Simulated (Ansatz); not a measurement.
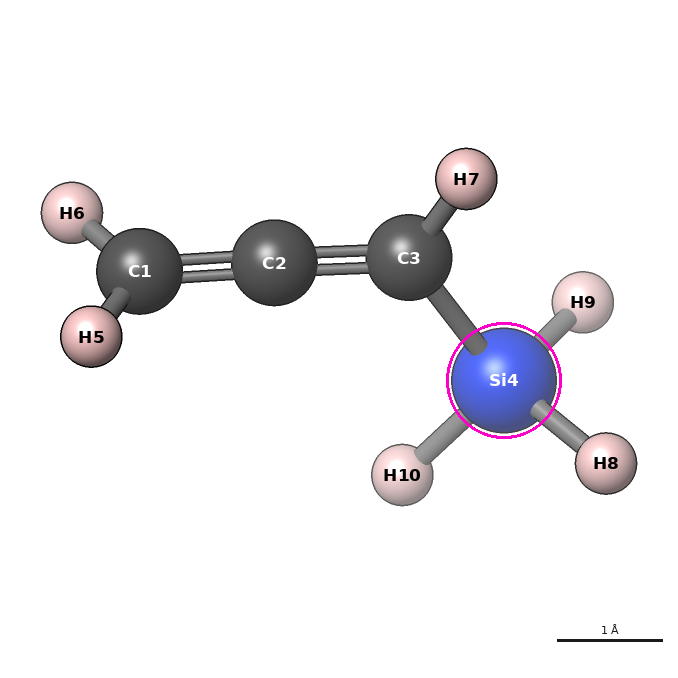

Orthographic view. Depth is shown by fading: the farther an atom, the more it takes the colour of the background. The computed structure is the end point of a PBE0-D4/def2-TZVP optimisation.

Name the neighbours of the circled atom.

The circled atom is Si4; it is bonded to C3, H8, H9, H10.

Of C1 and H6, which is nearer the viewer?

C1; the bond to H6 points away from the viewer, so it looks shorter than its 1.08 Å.

What is the shortest path along bonds from the circled atom to H5?

Si4–C3–C2–C1–H5, 4 bonds; through space the two are 4.50 Å apart.
